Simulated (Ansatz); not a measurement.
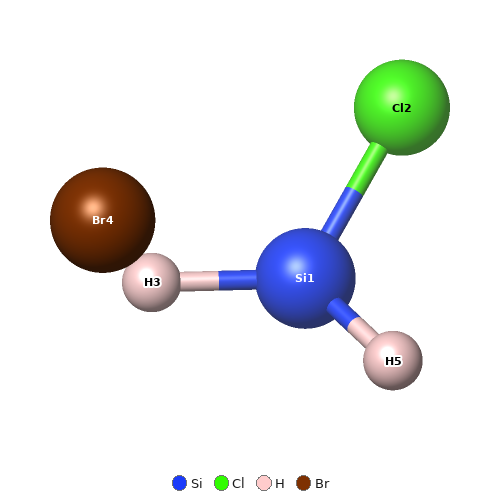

The system is the reacting system BrClH₂Si (fragments ClHSi + BrH where the first distance is long, BrClH₂Si where the second is long); the picture shows the reference structure. First axis: distance Si1–H3 (bond that forms). Second axis: distance H3–Br4 (bond that breaks). Relaxed at each point: all other coordinates. Grid: 8 × 8 points. Points are written as (first, second). All energies are given in kJ/mol relative to the lowest grid point. The reference is spin-restricted, so regions where a bond is pulled apart into radicals lie too high. Computed with RKS r2SCAN-D4/def2-SVP in Ansatz 0.2.0.

Its coordinates:

```xyz
5

Si   -0.3637   -0.5077    0.2169
Cl    1.1740   -1.8467    0.0499
H    -0.7612    0.4106   -0.9748
Br    0.4334    2.0169   -0.9280
H    -0.4826   -0.0731    1.6361
```

Range: distance Si1–H3 (bond that forms) from 1.278 to 3.078 Å; distance H3–Br4 (bond that breaks) from 1.359 to 2.859 Å.

**What will the energy surface look like?**

The lowest grid point is at (1.436 Å, 2.859 Å). It lies at the edge of the scanned range, so the true minimum may lie outside. The highest grid point, (3.078 Å, 2.344 Å), lies 510 kJ/mol above the lowest. On the interpolated surface the lowest path from the side where the first distance is long, about (3.08 Å, 1.42 Å), to the side where the second distance is long, about (1.48 Å, 2.86 Å), has its top at about (2.42 Å, 1.45 Å), about 10 kJ/mol above the start and 270 kJ/mol above the end.

```tsv
second ↓, first →	1.278	1.436	1.654	1.902	2.172	2.460	2.763	3.078
2.859	46	0	27	108	210	310	397	466
2.596	62	23	57	143	249	350	436	500
2.344	102	66	104	193	298	396	470	510
2.104	164	129	165	248	340	409	448	468
1.879	244	202	224	281	331	365	384	392
1.672	331	269	256	271	293	309	317	315
1.491	412	323	277	267	271	275	274	268
1.359	493	385	320	294	286	282	275	269
```

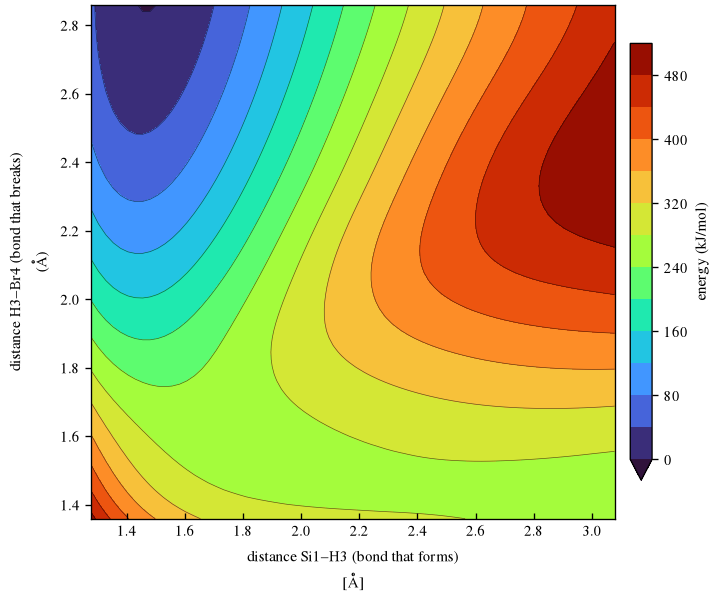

In the figure: filled contours. Between grid points the surface is interpolated.

Time for the 64 points that were run: 15 min on 1 thread of Arm Neoverse V2 (shared host).
